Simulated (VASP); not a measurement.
Given:

```yaml
crystal:
  lattice:
    - [3.08190, 0.00000, 0.00000]
    - [-1.54095, 2.66901, 0.00000]
    - [0.00000, 0.00000, 11.28300]
  atoms:
    - { symbol: Ce, position: [0.33333, 0.66667, 0.12702] }
    - { symbol: Ce, position: [0.66667, 0.33333, 0.87298] }
    - { symbol: Mg, position: [0.66667, 0.33333, 0.38395] }
    - { symbol: Mg, position: [0.33333, 0.66667, 0.61605] }
```

These are PBEsol GGA, VASP's PBE PAW potentials (set 64) (plane waves; VASP) values and carry that method's errors. Settings: 400 eV cut-off, 13×13×3 Γ-centred mesh, tetrahedra with Blöchl corrections, potentials Ce Mg.

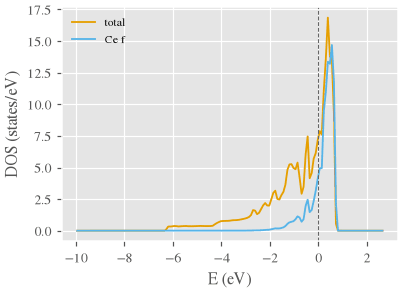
Total and projected density of states, zero at the Fermi level

Within 2 eV below the Fermi level the largest weight inside VASP's projection spheres is Ce d, then Ce f.

It has no gap at this level: it comes out as a metal or semimetal.

The structure comes from a computed database's CeMg entry (P-3m1); how it stands against other phases isn't given here. It was relaxed first, which changed the volume by -6 %. The run is not spin-polarised, so no magnetic state was tried.
